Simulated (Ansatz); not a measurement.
# Lattice dynamics of CsTe4Cl (built on the sites of a database entry of KClO4), part 2 of 2

Aim: the vibrations of CsTe4Cl (built on the sites of a database entry of KClO4), their spectra, and whether the structure is stable.

Ansatz 0.2.0; DFT PBE, scalar-relativistic, plane waves, norm-conserving pseudopotentials.

So far. Step 4 (Relaxing to small forces for the phonons): The largest force component left is 0.71 meV/Å and the pressure is 0.002 GPa, within the tolerances set. The cell now holds 55.36 Å³/atom. The relaxed cell has a = 10.994 Å (conventional setting).

The structure was built from a prototype and need not be the compound's stable phase.

### Step 5. Linear response at the zone centre

The zone centre is the only wavevector solved here; it holds the modes that light can see, as far as symmetry allows. No field response is asked, since the mesh shows no gap.

The input, input.yaml:

```yaml
crystal:
  lattice:
    - [0.0, 5.4968679987, 5.4968679987]
    - [5.4968679987, 0.0, 5.4968679987]
    - [5.4968679987, 5.4968679987, 0.0]
  atoms:
    - { symbol: Cs, position: [0.5, 0.5, 0.5] }
    - { symbol: Cl, position: [0.0, 0.0, 0.0] }
    - { symbol: Te, position: [0.1491198311, 0.1491198311, 0.1491198311] }
    - { symbol: Te, position: [0.5526405066, 0.1491198311, 0.1491198311] }
    - { symbol: Te, position: [0.1491198311, 0.1491198311, 0.5526405066] }
    - { symbol: Te, position: [0.1491198311, 0.5526405066, 0.1491198311] }
kpoints:
  mp_grid: { grid: [6, 6, 6] }
hamiltonian:
  xc: pbe
  pseudopotentials: { kind: nc }
scf:
  occupations: { method: methfessel_paxton, width: 0.2 }
output:
  eigenvalues: true
phonons:
  method: dfpt
```

On the command line:

```sh
$ ansatz run input.yaml --threads 4 --pin off --max-ram 14336MiB --backend cpu --events-out ev --progress --plain --runs-dir out
```

Numbers of over 12 decimals in the logs are rounded to 6 here.

Output:

```text
[...]
Crystal: 6 atoms, lattice volume = 332.182 Å³
Basis set: ecut = 1120 eV, 28325 PW (Γ), exchange–correlation on 180×180×180 points (8 copies of the dense FFT grid, shifted against one another)
Bands: 48, of which v1, the nominal top of the filled ones, is band 40 counted from 1 (39 counted from 0)
Symmetry: 24 space group operations
k-points: 68 of 216 (irreducible under 2 space group operations, time reversal used)
[...]
SCF iter   1: F=—  HF=-12940.210693 eV  |F-HF|=—  |Δ(HF+E_count)|=         —  Δρ=4.65e-2  dr2=2.47e1  ethr=3.10e-3  ⟨swp⟩=16.5  Hψ=22086  notcnv=0
[...]
SCF iter  12: F=-12936.088133 eV  HF=-12936.088133 eV  |F-HF|=9.09e-12  |Δ(HF+E_count)|=  3.64e-12  S|Δr|=    0.00e0  Δρ=1.31e-8  dr2=1.30e-12  ethr=1.00e-12  ⟨swp⟩=29.6  Hψ=29793  notcnv=0
SCF 1 converged in 12 iterations: F = -12936.088133 eV  dr2 = 1.30e-12
DFPT response loops at Γ: preconditioner auto → none (partly filled bands, converged f_vac=0.282); β = 0.50; Broyden in place of MSR1
the run's response loops start from zero, take more passes and end by a threshold: the memory limit or budget leaves too little room for the subspace of the ground state's own states beside the solves, or none could be made (phonons.method)
SCF converged after 12 iterations
[...]
Free energy (F): -12936.088133 eV
[...]
Internal energy: -12936.073284 eV  (E = F + TS)
E sigma→0 (E₀):  -12936.084420 eV
Entropy (-TS):   -0.014849 eV (-2.475 meV/atom)
Fermi energy:    3.469198 eV
[...]
--- Band table (eV; the first three rows and the last of 68) ---
  k-point 0: bands = [... 36 lower, 1.2675, 1.2675, 3.7152, 3.7152, 3.7152, 4.4826, 4.4826, 4.4826, ... 4 higher]
  k-point 1: bands = [... 36 lower, 1.2313, 1.2313, 3.5629, 3.5629, 3.7180, 4.3606, 4.5637, 4.5637, ... 4 higher]
  k-point 2: bands = [... 36 lower, 1.1673, 1.1673, 3.3270, 3.3270, 3.7235, 4.1508, 4.6684, 4.6684, ... 4 higher]
  k-point 67: bands = [... 36 lower, 1.1447, 1.1447, 3.2281, 3.2281, 3.7263, 4.0492, 4.7067, 4.7067, ... 4 higher]
--- Phonons (Γ-DFPT): 3 representative perturbations + reference, on 68 of 216 k-points (Σ response iterations 28) ---
  k mesh reduced under 2 symmetry operations, with k and −k counted as one. Each operation leaves every solved perturbation unchanged. A smaller set is not used because it would not reduce the number of displacements times k-points to solve
  ASR residual: 7.348e-4 → 0.000e0 eV/Å²; symmetrization residual: 1.736e-4 eV/Å²
  ASR residual per site (eV/Å²): 1.99e-4 7.35e-4 4.17e-4 4.17e-4 4.17e-4 4.17e-4
  Γ frequencies (cm⁻¹): -76.82 -76.82 -66.06 -66.06 -66.06 0.00 0.00 0.00 16.73 16.73 16.73 31.71 31.71 31.71 124.81 124.81 124.81 165.62
  non-analytic LO–TO correction: not included (Born effective charges unavailable; polar crystals: no LO–TO splitting at Γ)
```

It took 26 min on 4 threads of Arm Neoverse V2, shared host; peak memory 13 GiB.

This step gave:

* sum-rule residual before enforcement: 7.35e-4 eV/Å²
* point group: -43m
* highest optical mode at the zone centre (no LO-TO term): 165.6 cm⁻¹
* lowest optical zone-centre mode: -76.82 cm⁻¹

Patterns of degenerate modes are one choice out of their space. The modes at Γ (shares of kinetic energy by element, %) (negative means imaginary):

```csv
mode,frequency (cm⁻¹),symmetry,Cs %,Cl %,Te %
1,-76.8,E,0,0,100
2,-76.8,E,0,0,100
3,-66.1,T2,3,0,96
4,-66.1,T2,3,0,96
5,-66.1,T2,3,0,96
6,0.0,acoustic,20,5,75
7,0.0,acoustic,20,5,75
8,0.0,acoustic,20,5,75
9,16.7,T2,77,2,21
10,16.7,T2,77,2,21
11,16.7,T2,77,2,21
12,31.7,T1,0,0,100
13,31.7,T1,0,0,100
14,31.7,T1,0,0,100
15,124.8,T2,0,93,7
16,124.8,T2,0,93,7
17,124.8,T2,0,93,7
18,165.6,A1,0,0,100
```

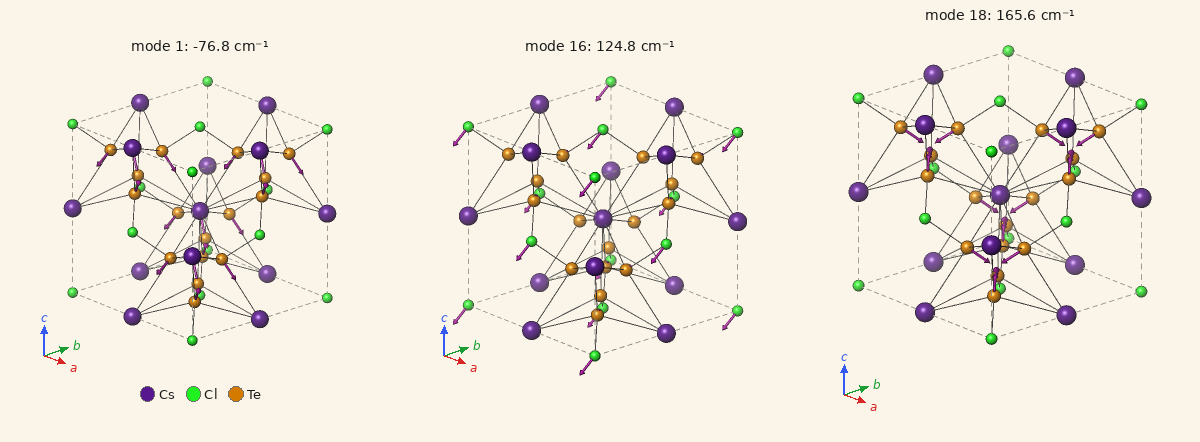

Displacement patterns of modes 1, 16 and 18 at Γ; arrows are exaggerated. Bonds to atoms that aren't drawn are left out. Some periodic images of atoms are drawn too.

Before it was imposed, the acoustic sum rule was missed by 7.3e-4 eV/Å². Small misses are needed for a sound result but don't prove that mesh and cutoff are converged. The lowest optical mode is imaginary, 76.8i cm⁻¹, so the energy falls along it.

### Step 6. Isotope substitution, element Cl, natural mass 35.45 amu

An isotope changes the mass and not the force constants, so no new electronic calculation is needed; the shifts show which modes move this element.

The same force constants with the mass of Cl changed from 35.450 to 36.966 u (phonopy, no LO-TO term). Both lists are sorted by frequency; levels can cross, so a row need not hold one and the same mode. Modes under 3 cm⁻¹ are left out. Isotope shifts, by row:

```csv
q,rank,natural mass (cm⁻¹),changed mass (cm⁻¹)
0 0 0,1,-76.82,-76.82
0 0 0,2,-76.82,-76.82
0 0 0,3,-66.06,-66.06
0 0 0,4,-66.06,-66.06
0 0 0,5,-66.06,-66.06
0 0 0,9,16.73,16.72
0 0 0,10,16.73,16.72
0 0 0,11,16.73,16.72
0 0 0,12,31.71,31.71
0 0 0,13,31.71,31.71
0 0 0,14,31.71,31.71
0 0 0,15,124.8,122.4
0 0 0,16,124.8,122.4
0 0 0,17,124.8,122.4
0 0 0,18,165.6,165.6
```

A mode of this element alone would shift by -2.07 %. The highest zone-centre frequency without the field goes from 165.6 to 165.6 cm⁻¹ (+0.0 %).

### Step 7. Isotope substitution, element Te, natural mass 127.6 amu

The same for Te, from 127.60 to 129.91 u.

A mode of this element alone would shift by -0.89 %. The highest zone-centre frequency without the field goes from 165.6 to 164.1 cm⁻¹ (-0.9 %).

### Step 8. Summary of results

| Property | Result |
| --- | --- |
| space group after relaxation (within 0.01 Å) | F-43m |
| volume per atom | 55.4 Å³ |
| electronic character | no gap on this mesh |
| highest optical mode at the zone centre (no LO-TO term) | 166 cm⁻¹ |
| lowest optical zone-centre mode | -76.8 cm⁻¹ |
| imaginary modes at Γ (the only wavevector solved) | yes |

A zone-centre mode is imaginary (76.8i cm⁻¹), so this structure is not a minimum of the energy. The optical modes at Γ span -77 to 166 cm⁻¹ (negative means imaginary). No dispersion was computed. The highest mode in this list at Γ, 165.6 cm⁻¹, is mostly motion of Te (100 % of the kinetic energy). With no gap, or one that is small against the smearing, the frequencies hang on the k mesh and the smearing, most of all near Kohn anomalies. A semilocal functional can close a gap that the real compound would have, so the metallic treatment may be an artefact of the level. Spin-orbit coupling is left out, which can matter for the heavy elements here. The starting cell was built on a prototype and not taken from a measurement, so the phase need not exist. These are harmonic frequencies at zero temperature: anharmonic shifts, linewidths and thermal expansion are left out.

[Logs are printed without paths, hosts, clocks, repeated set-up lines and the standing remarks that a program may print on its own settings, such as how far it seeks lower states.]

[Hosts, paths, dates, database ids (printed as entryN), source tags and the programs' standing remarks are cut or masked in the printed files.]
